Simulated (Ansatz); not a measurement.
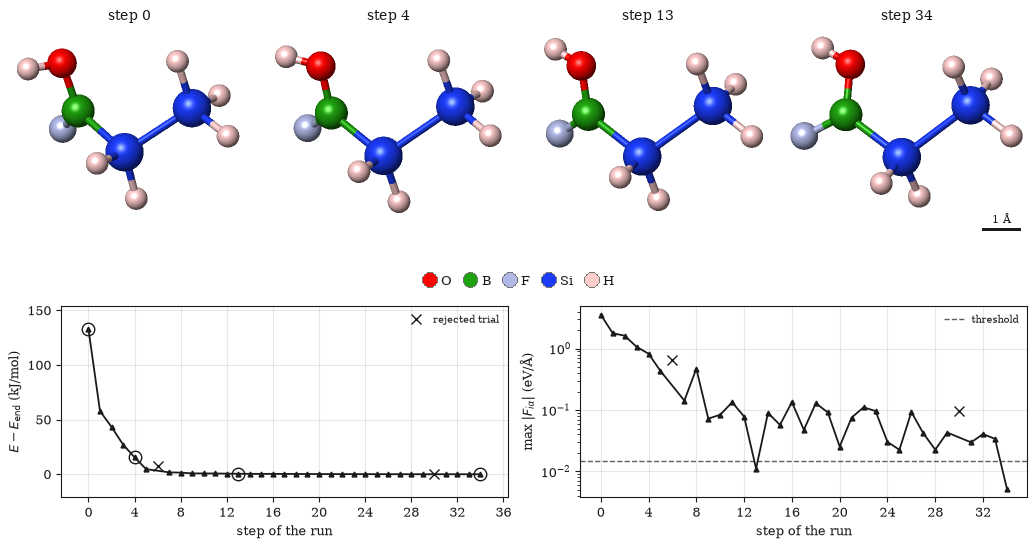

Frames of a relaxation of BSi2H6OF, marked on the history of the run. Style: ball-and-stick. Shown at a tilt.

The run prepares an end point of a later path (torsion) calculation, from a guessed geometry.

Method: RHF/def2-SVP in Ansatz.

Input
```yaml
crystal:
  periodic: [false, false, false]
  atoms:
    - { symbol: O, position_ang: [-2.004, 1.0985, -0.0923] }
    - { symbol: B, position_ang: [-0.9719, 0.8087, -1.0245] }
    - { symbol: F, position_ang: [-0.8049, 1.5948, -2.236] }
    - { symbol: Si, position_ang: [0.2987, -0.6542, -0.6279] }
    - { symbol: Si, position_ang: [1.2427, -0.287, 1.3082] }
    - { symbol: H, position_ang: [-2.8227, 0.6238, -0.4233] }
    - { symbol: H, position_ang: [1.2591, -0.7831, -1.6843] }
    - { symbol: H, position_ang: [-0.5129, -1.8933, -0.5418] }
    - { symbol: H, position_ang: [2.17065, -1.41022, 1.72322] }
    - { symbol: H, position_ang: [0.20923, -0.17637, 2.35579] }
    - { symbol: H, position_ang: [2.03012, 0.94876, 1.2632] }
basis:
  gaussian: { orbitals: def2-SVP }
hamiltonian:
  xc: hf
relax:
  f_tol: 0.015
  max_steps: 40
```

Run as
```bash
ansatz run input.yaml --threads 2 --pin off --max-ram 3072MiB --backend cpu --events-out ev --progress --plain --runs-dir out
```

### What happens along the run?

F3 moves most after the best rigid fit: 1.42 Å. By element the largest moves are F 1.42 Å, H 1.40 Å, O 0.47 Å, B 0.34 Å, Si 0.18 Å. Near-neighbour distances that change, for instance: Si4–Si5 2.185 → 2.370 Å, B2–F3 1.454 → 1.329 Å, O1–B2 1.421 → 1.339 Å, B2–Si4 1.978 → 2.052 Å. Bond angles that change, for instance: B2–O1–H6 106.3° → 114.8°, O1–B2–F3 121.3° → 117.9°, B2–Si4–H8 106.1° → 109.4°. Groups turn about O1–B2 by about 85°, B2–Si4 by about 55°. Over 32 accepted moves (34 points after the start) the energy falls by 132.8 kJ/mol. Largest force component: 3.6 eV/Å at the start, 0.0052 eV/Å at the end. The line search rejected the trial steps at points 6, 30 of the run. The forces were under the threshold at step 13, but the run went on from there. From step 0 to 4: H6 moves most (0.64 Å), energy −117.3 kJ/mol. From step 4 to 13: H6 moves most (0.49 Å), energy −15.0 kJ/mol. From step 13 to 34: F3 moves most (0.67 Å), energy −0.44 kJ/mol.

| step | E − E(0), kJ/mol | largest force component, eV/Å | note |
| --- | --- | --- | --- |
| 0 | 0.00 | 3.5560 |  |
| 1 | -74.98 | 1.7774 |  |
| 2 | -89.48 | 1.6164 |  |
| 3 | -105.61 | 1.0663 |  |
| 4 | -117.35 | 0.8239 |  |
| 5 | -128.10 | 0.4300 |  |
| 6 | -124.85 | 0.6534 | rejected |
| 7 | -131.08 | 0.1422 |  |
| 8 | -131.32 | 0.4707 |  |
| 9 | -132.02 | 0.0723 |  |
| 10 | -132.09 | 0.0838 |  |
| 11 | -132.11 | 0.1338 |  |
| 13 | -132.39 | 0.0111 |  |
| 14 | -132.46 | 0.0896 |  |
| 15 | -132.48 | 0.0573 |  |
| 16 | -132.49 | 0.1344 |  |
| 18 | -132.55 | 0.1287 |  |
| 19 | -132.58 | 0.0916 |  |
| 20 | -132.64 | 0.0255 |  |
| 21 | -132.68 | 0.0753 |  |
| 23 | -132.71 | 0.0962 |  |
| 24 | -132.74 | 0.0302 |  |
| 25 | -132.76 | 0.0225 |  |
| 26 | -132.77 | 0.0927 |  |
| 28 | -132.80 | 0.0226 |  |
| 29 | -132.81 | 0.0430 |  |
| 30 | -132.80 | 0.0947 | rejected |
| 31 | -132.82 | 0.0298 |  |
| 33 | -132.82 | 0.0339 |  |
| 34 | -132.83 | 0.0052 |  |
